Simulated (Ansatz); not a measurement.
**CH9NSi (built from SMILES C[SiH2]N.[H][H]): a reaction path by the nudged elastic band**

What path joins these two structures, and how high does it climb? Both ends were relaxed at PBE0-D4 in triple zeta.

Computed with Ansatz 0.2.0, Gaussian basis. Level: PBE0-D4/def2-SVP.

23 further runs of the same task are left out: 1 that didn't finish, 22 set aside as unsound or not needed.

**1. Starting geometry**

The first end: 12 atoms, charge 0, spin multiplicity 1.

Atoms are counted from 1 here; the program's logs count them from 0.

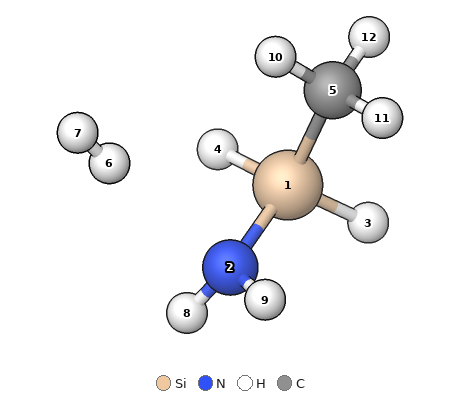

As it starts; silicon light orange, nitrogen blue, hydrogen white, carbon grey; atoms are numbered from 1 in the order of the file.

Coordinates:

```xyz
12
CH9NSi
Si   -0.77854   -0.69206   -0.31316
N     0.23013   -0.97069    1.06055
H    -1.14118   -1.92628   -1.07770
H    -2.04542   -0.11700    0.21487
C     0.07994    0.48097   -1.47927
H     0.86378    1.53214    1.88014
H     1.03736    2.23453    2.07399
H    -0.18145   -1.36436    1.89221
H     1.15750   -1.34243    0.92404
H     0.29551    1.43159   -0.98708
H     1.02455    0.05777   -1.83213
H    -0.54217    0.67593   -2.35646
```

The second end:

```
Si   -1.24405    0.61176   -0.24821
N     1.14244   -1.15048    1.39577
H    -1.68510   -0.78520    0.01626
H    -2.42618    1.35304   -0.77585
C     0.16612    0.67072   -1.46930
H     1.10364   -0.50686    2.17667
H    -0.87554    1.24107    1.04947
H     0.42219   -1.84577    1.54899
H     2.03451   -1.62739    1.44365
H     0.47110    1.70147   -1.66358
H     1.01254    0.12134   -1.05381
H    -0.12166    0.21639   -2.42006
```

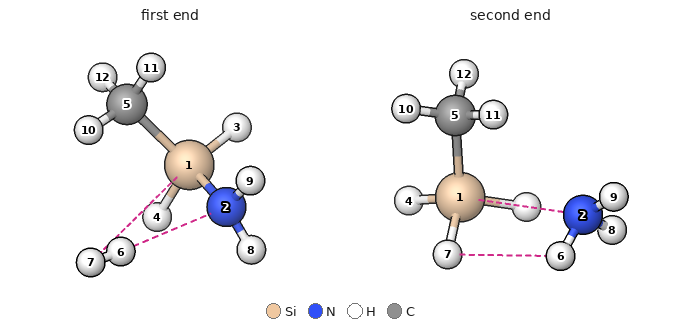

The two ends; dashed lines mark the contacts followed along the path.

**2. The band at PBE0-D4/def2-SVP**

File neb/in.yaml:

```yaml
crystal:
  periodic: [false, false, false]
  atoms:
    - {symbol: Si, position_ang: [-0.778537, -0.692064, -0.313158]}
    - {symbol: N, position_ang: [0.230126, -0.970689, 1.060555]}
    - {symbol: H, position_ang: [-1.141184, -1.926278, -1.077700]}
    - {symbol: H, position_ang: [-2.045416, -0.117005, 0.214865]}
    - {symbol: C, position_ang: [0.079941, 0.480974, -1.479266]}
    - {symbol: H, position_ang: [0.863778, 1.532142, 1.880143]}
    - {symbol: H, position_ang: [1.037356, 2.234526, 2.073986]}
    - {symbol: H, position_ang: [-0.181452, -1.364363, 1.892206]}
    - {symbol: H, position_ang: [1.157501, -1.342429, 0.924042]}
    - {symbol: H, position_ang: [0.295507, 1.431585, -0.987076]}
    - {symbol: H, position_ang: [1.024546, 0.057768, -1.832134]}
    - {symbol: H, position_ang: [-0.542165, 0.675933, -2.356462]}
basis:
  gaussian: {orbitals: def2-SVP}
hamiltonian: {xc: pbe0, dispersion: d4}
neb:
  images: 5
  climbing: true
  max_iterations: 40
  initial_path: idpp
  final_atoms:
    - {symbol: Si, position_ang: [-1.244053, 0.611764, -0.248205]}
    - {symbol: N, position_ang: [1.142439, -1.150478, 1.395768]}
    - {symbol: H, position_ang: [-1.685102, -0.785198, 0.016257]}
    - {symbol: H, position_ang: [-2.426182, 1.353041, -0.775855]}
    - {symbol: C, position_ang: [0.166115, 0.670719, -1.469298]}
    - {symbol: H, position_ang: [1.103645, -0.506859, 2.176667]}
    - {symbol: H, position_ang: [-0.875538, 1.241072, 1.049468]}
    - {symbol: H, position_ang: [0.422188, -1.845775, 1.548991]}
    - {symbol: H, position_ang: [2.034511, -1.627386, 1.443650]}
    - {symbol: H, position_ang: [0.471102, 1.701471, -1.663577]}
    - {symbol: H, position_ang: [1.012537, 0.121336, -1.053813]}
    - {symbol: H, position_ang: [-0.121660, 0.216390, -2.420055]}
```

Started as:

```sh
$ ansatz run in.yaml --threads 4 --pin off --events-out ev --progress --plain --max-ram 9574MiB
```

The program printed, cut to the lines that bear on the results:

```text
Functional definition: PBE0
  name "PBE0"
  cite "Adamo & Barone, J. Chem. Phys. 110, 6158 (1999) doi:10.1063/1.478522"
  cite "Perdew, Burke & Ernzerhof, Phys. Rev. Lett. 77, 3865 (1996) doi:10.1103/PhysRevLett.77.3865"
  parent pbe
[...]
985 factors; integrals over basis functions are off by at most 3.4e-4 eV
[...]
mean field -10540.38991073 eV, -387.3521846864 hartree, gradient 1.6e-5 eV, S^2 0.000000; 0 other end points of the search recorded, 0 dependent functions left out
[...]
reference -10540.38993961 eV, -387.3521857478 hartree; 18, 18 occupied and 73, 73 virtual orbitals, 985 factors
[... from here to the last solve, the lines of the solves are left out (158 solves) ...]
WARN: NEB end point (image 0): max|allowed force component| = 5.198e-1 eV/Å (the criterion of neb.relax_end_points is 1.000e-2). That is over neb.f_tol: it is no minimum, so the barrier can be far off. Relax it first
WARN: NEB end point (image 6): max|allowed force component| = 3.047e-1 eV/Å (the criterion of neb.relax_end_points is 1.000e-2). That is over neb.f_tol: it is no minimum, so the barrier can be far off. Relax it first
NEB iter   1: max|band force component| = 4.836e0 eV/Å  barrier→ = 6.9730 eV  barrier← = 6.9049 eV  Δτ_max = 0.2000 Å  (176 SCF iters)
[...]
NEB iter   6: max|band force component| = 9.643e-1 eV/Å  barrier→ = 2.1505 eV  barrier← = 2.0825 eV  Δτ_max = 0.2000 Å  (120 SCF iters)
[...]
NEB iter  11: max|band force component| = 1.183e0 eV/Å  barrier→ = 1.6330 eV  barrier← = 1.5650 eV  CI = image 3  Δτ_max = 0.0505 Å  (117 SCF iters)
[...]
NEB iter  21: max|band force component| = 7.199e-2 eV/Å  barrier→ = 1.8517 eV  barrier← = 1.7836 eV  CI = image 3  Δτ_max = 0.0407 Å  (115 SCF iters)
NEB iter  22: max|band force component| = 6.346e-2 eV/Å  barrier→ = 1.8501 eV  barrier← = 1.7820 eV  CI = image 3  Δτ_max = 0.0813 Å  (114 SCF iters)
[...]
NEB iter  23: max|band force component| = 4.955e-2 eV/Å  barrier→ = 1.8476 eV  barrier← = 1.7796 eV  CI = image 3  CI's point: of a kind that is not told: the force calls were inconclusive, a negative curvature could not be distinguished from the path's own, the only one lies far off the [...]
Total energy: -10538.69497121 eV, -387.2898968080 hartree
Atom 0 at    -0.661019    -0.060025     0.077175 Å, force     0.006114     0.018351     0.020288 eV/Å
Atom 1 at     0.589565    -1.123017     1.054585 Å, force    -0.021004    -0.032084     0.008735 eV/Å
Atom 2 at    -1.242817    -1.260701    -0.668162 Å, force    -0.004767    -0.008560    -0.007444 eV/Å
Atom 3 at    -1.850648     0.390111     0.856628 Å, force    -0.002731    -0.006604     0.005478 eV/Å
Atom 4 at     0.030226     0.960485    -1.341125 Å, force    -0.022804    -0.019095     0.001257 eV/Å
Atom 5 at     0.776372    -0.015665     1.458699 Å, force     0.005041    -0.021165    -0.002188 eV/Å
Atom 6 at     0.316673     1.047739     1.275671 Å, force     0.005165     0.010195    -0.020613 eV/Å
Atom 7 at     0.179242    -1.799702     1.701451 Å, force     0.005405     0.007804    -0.001073 eV/Å
Atom 8 at     1.314702    -1.585302     0.501995 Å, force     0.005011     0.022640     0.004717 eV/Å
Atom 9 at     0.188217     2.009047    -1.056959 Å, force     0.005159     0.011368    -0.008214 eV/Å
Atom 10 at     1.002098     0.540533    -1.649028 Å, force     0.009669     0.010904     0.002879 eV/Å
Atom 11 at    -0.642610     0.896597    -2.210930 Å, force     0.009743     0.006245    -0.003821 eV/Å
Dipole moment:     0.338876    -0.533409     0.045372 e Å
```

It took 2 min on 4 threads of Arm Neoverse V2, shared host.

The last band:

```
image  path (Å)  energy (kJ/mol)  Si1–H7 (Å)  N2–H6 (Å)  Si1–N2 (Å)  H6–H7 (Å)
    0      0.00              0.0        4.19       2.71        1.73       0.75
    1      0.99              0.8        3.53       2.42        1.74       0.77
    2      1.98             31.6        2.68       1.97        1.75       0.77
    3      2.97            178.3        1.90       1.19        1.91       1.17
    4      4.13             82.0        1.54       1.02        2.34       1.88
    5      5.28             10.3        1.50       1.02        2.88       2.50
    6      6.43              6.6        1.49       1.01        3.39       2.87
```

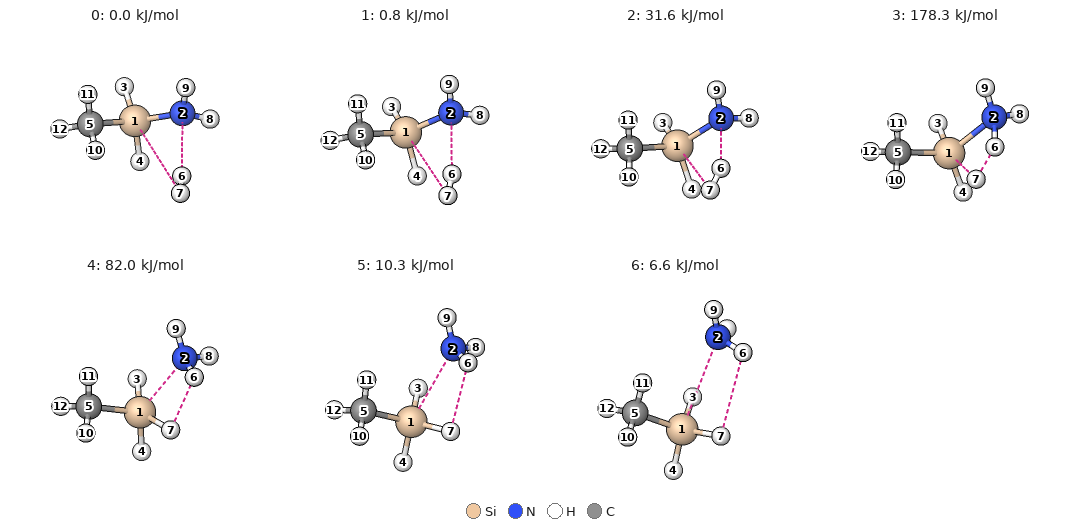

The images of the last band.

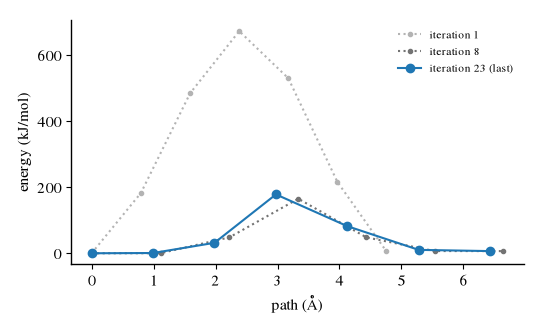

Energy along the path.

The highest image, 3:

```
Si   -0.6610   -0.0600    0.0772
N     0.5896   -1.1230    1.0546
H    -1.2428   -1.2607   -0.6682
H    -1.8506    0.3901    0.8566
C     0.0302    0.9605   -1.3411
H     0.7764   -0.0157    1.4587
H     0.3167    1.0477    1.2757
H     0.1792   -1.7997    1.7015
H     1.3147   -1.5853    0.5020
H     0.1882    2.0090   -1.0570
H     1.0021    0.5405   -1.6490
H    -0.6426    0.8966   -2.2109
```

**3. What came out**

| quantity | value |
| --- | --- |
| PBE0-D4/def2-SVP, 23 iterations | highest 178.3 kJ/mol (image 3), last end +6.6 kJ/mol |
| from earlier runs: barrier over the separately found saddle, CCSD(T)/def2-TZVPP | 214.0 kJ/mol |

**Reading.** The highest image lies 178.3 kJ/mol above the first end, and it climbed, so it estimates the saddle. The ends are not quite minima at this level (largest force component 0.52 eV/Å), so the heights are unreliable: relaxing the first end would lower it and raise the barrier above it. The highest image is 35.8 kJ/mol below the CCSD(T) barrier in triple zeta, which comes from separate runs on the saddle.
